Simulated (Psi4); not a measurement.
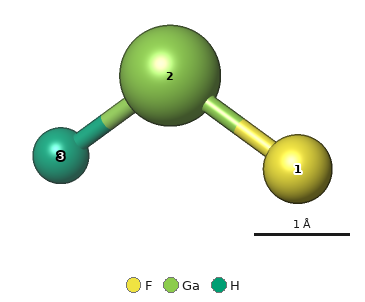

Fig. 1: The structure (ball-and-stick view, seen at a tilt; atoms are numbered from 1 in the order of the input). Sticks mark near contacts. Bond lengths as drawn: F–Ga 1.77 Å and Ga–H 1.61 Å.

Property calculation of GaHF

System: GaHF, multiplicity 2, SMILES [F][GaH].
Method: wB97/cc-pV(D+d)Z, UKS, dispersion D3(BJ), DKH2 (Psi4 1.11).

The geometry comes from this level: PBE0-D4/def2-TZVP.

## Input file (job.in)
```
memory 1.6 GB

molecule molecule1 {
  0 2
  F     -1.252000     0.451400    -0.644800
  Ga     0.292400     0.469800     0.214100
  H      0.948600    -0.985900     0.417400
  no_reorient
  no_com
}

set reference uks
set relativistic dkh
set dkh_order 2

energy_value, wavefunction = energy('wb97-d3(bj)/cc-pV(D+d)Z', return_wfn=True)
oeprop(wavefunction, 'MBIS_CHARGES', 'NO_OCCUPATIONS', title='WB97-D3(BJ)')
```

Launch command:
```bash
psi4 job.in job.out -n 1
```

## The program's output
```
Psi4 1.11 release

Printing out the relevant lines from the Psithon --> Python processed input file:
    ""","molecule1")
    core.IO.set_default_namespace("molecule1")
    core.set_global_option("REFERENCE", "uks")
    core.set_global_option("RELATIVISTIC", "dkh")
    core.set_global_option("DKH_ORDER", 2)
--> energy_value, wavefunction = energy('wb97-d3(bj)/cc-pV(D+d)Z', return_wfn=True)
    oeprop(wavefunction, 'MBIS_CHARGES', 'NO_OCCUPATIONS', title='WB97-D3(BJ)')

!----------------------------------------------------------------------------------!
!                                                                                  !
!  Method=wb97-d3(bj) is not available for any derivative level. Some methods need !
!     "dftd4-python>=3.5" gcp-correction -c conda-forge` . Did you mean?           !
!     wb97-d4(bj) wb97x-d4(bj)                                                     !
!                                                                                  !
!----------------------------------------------------------------------------------!

    Psi4 run time: 0:00:00.47
```

## Outcome

- outcome: refused by the program
- hardware: 1 thread of Intel Xeon (Sapphire Rapids), 16 GiB of memory available, shared host

## Diagnosis

Some settings of this run were drawn to be unusual or wrong (dispersion set to D3(BJ) (from none)). The program refused the input: “Method=wb97-d3(bj) is not available for any derivative level. Some methods need "dftd4-python>=3.5" gcp-correction -c conda-forge` . Did you mean? wb97-d4(bj) wb97x-d4(bj)”
